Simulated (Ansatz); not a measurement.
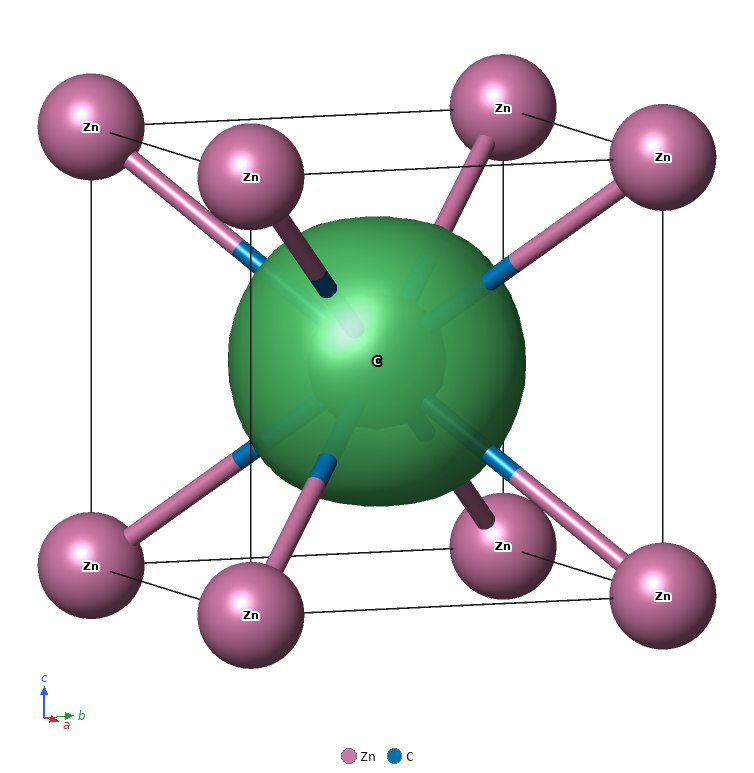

Figure 1: ZnC. Isosurface of the ELF at 0.65 (green), seen slightly off an axis. Only the valence region is drawn (cores and ρ < 0.01 e/Å³ removed). Sticks mark near contacts.

Space group Pm-3m; started from the caesium chloride_221 prototype, which need not be the ambient phase.

The calculation used DFT PBE, scalar-relativistic, plane waves, PAW in Ansatz 0.2.0.

In a PAW calculation such maps are meaningful between the atoms, not at the nuclei.

```cif
data_structure
_symmetry_space_group_name_H-M 'P 1'
_symmetry_Int_Tables_number 1
_cell_length_a 2.7554
_cell_length_b 2.7554
_cell_length_c 2.7554
_cell_angle_alpha 90.000
_cell_angle_beta 90.000
_cell_angle_gamma 90.000
_cell_volume 20.92
loop_
_atom_site_label
_atom_site_type_symbol
_atom_site_fract_x
_atom_site_fract_y
_atom_site_fract_z
_atom_site_occupancy
Zn1 Zn 0.00000 0.00000 0.00000 1
C1 C 0.50000 0.50000 0.50000 1
```

Question: Where are the electrons localised?

Answer: The surface consists of one region wrapped around C (its valence shell), counted in one cell of 2 atoms. Regions shared between cells count once.

Values along the shortest contacts:
Zn–C (2.39 Å): the ELF peaks at about 0.80 in the valence shell of C, 0.7 Å from its nucleus, and drops to about 0.15 between the two atoms.
